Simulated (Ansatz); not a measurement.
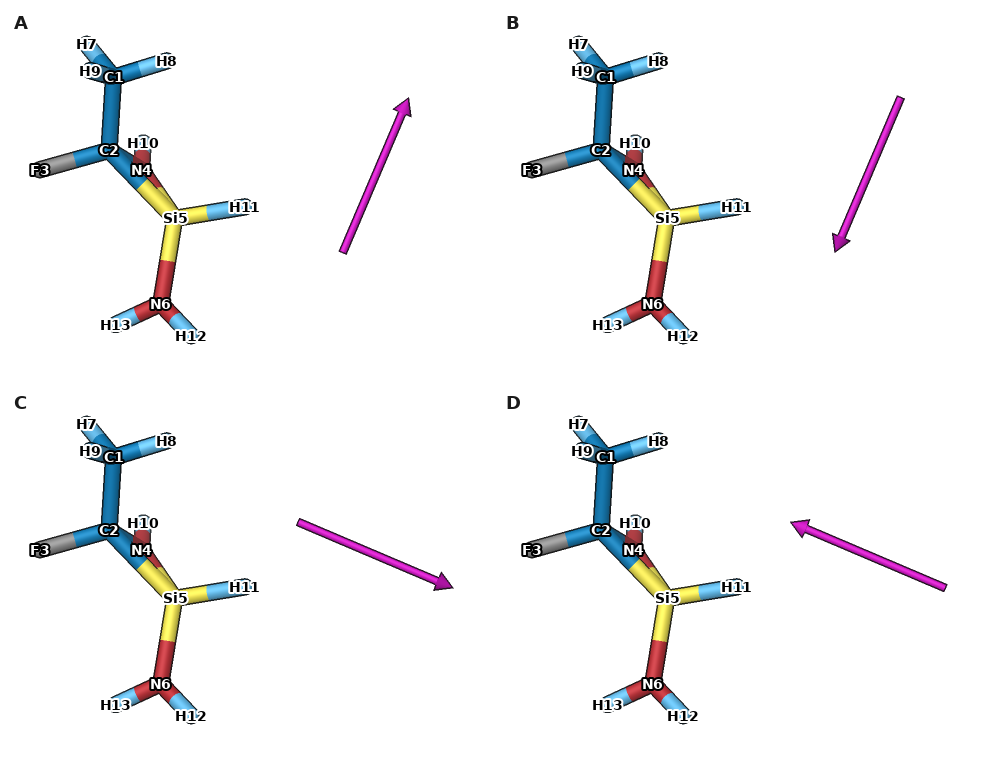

The same molecule four times, each with an arrow. The computed structure is the end point of a PBE0-D4/def2-TZVP optimisation. No frequency run is at hand to confirm it as a minimum. Method: RKS ωB97M-V/def2-TZVPP (Ansatz 0.2.0).

Question: Which arrow points along the dipole moment, from the negative to the positive end?

Answer: C. The dipole moment is 2.15 D; it points from the side of F3, H7 to the side of H11, H12 (the outermost atoms at the two ends).
